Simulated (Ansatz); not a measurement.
# Cl4Ti···NH2 (doublet): what the fields show

```xyz
8

Ti    0.0063   -0.0032   -0.0780
Cl    0.0537   -0.0296    2.0978
Cl    2.0390    0.0086   -0.8478
Cl   -1.0361    1.7815   -0.7565
Cl   -1.0369   -1.7686   -0.8014
N     0.3680   -0.2386    5.1860
H    -0.6307   -0.5496    5.2300
H     0.2390    0.7994    5.2324
```

Computed with Ansatz, UKS PBE/def2-SVP.

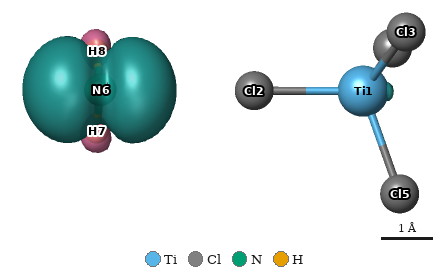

Figure 1. Isosurfaces of the spin density at +0.015 (teal) and −0.015 e/Å³ (pink), seen across its widest extent.

Describe the spin distribution.

The unpaired spin (1 electron) lies mostly on N6 (about 0.9), in electrons by Hirshfeld's partition.

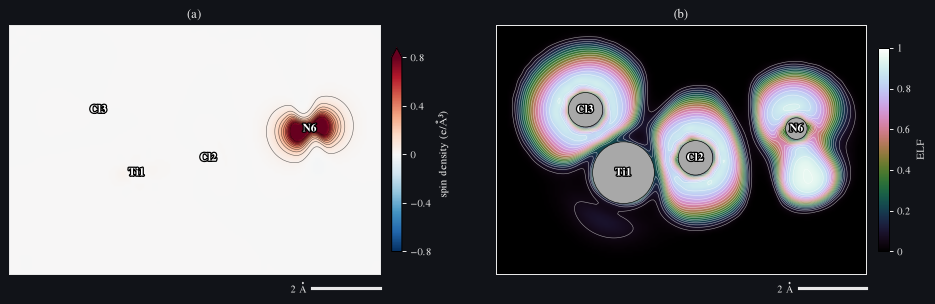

Figure 2. (a) spin density (α minus β); (b) electron localisation function on the plane of atoms Cl2, Ti1 and Cl3. Grey discs cover the atomic cores in the ELF map.

What do the fields say about this system?

- Atoms in the plane: Ti, Cl and N.
- N6···Cl2 (3.11 Å): the ELF dips to about 0.05 between them; a weak contact between the two molecules.
- Ti–Cl (2.17 Å): the ELF peaks at about 0.85 in the valence shell of Cl, 0.8 Å from its nucleus, and is about 0.40 at the midpoint.
- The ELF also peaks beside N6, away from the bonds: non-bonding electrons, paired or unpaired.

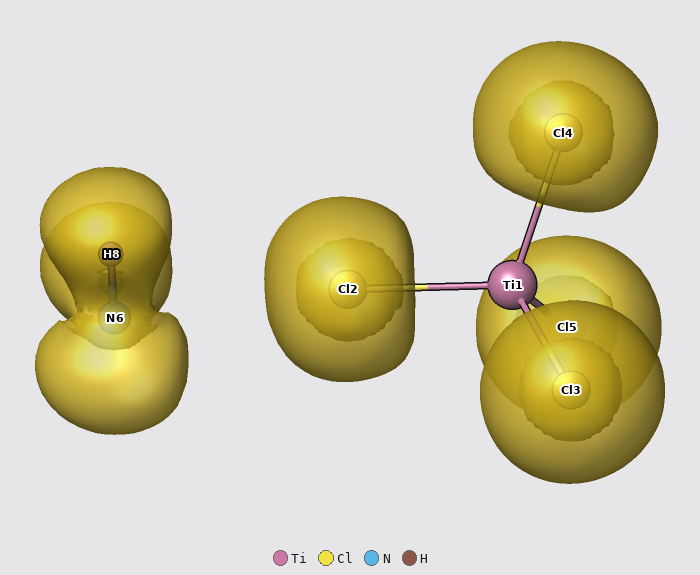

Figure 3. Isosurface of the ELF at 0.75 (yellow), seen from one side. Only the valence region is drawn (cores and ρ < 0.01 e/Å³ removed).

Describe the localisation domains.

The surface consists of four regions wrapped around Cl (the valence shell of each) and one joined region spread over several atoms (H, N), in which their bonds and any lone pairs are merged.
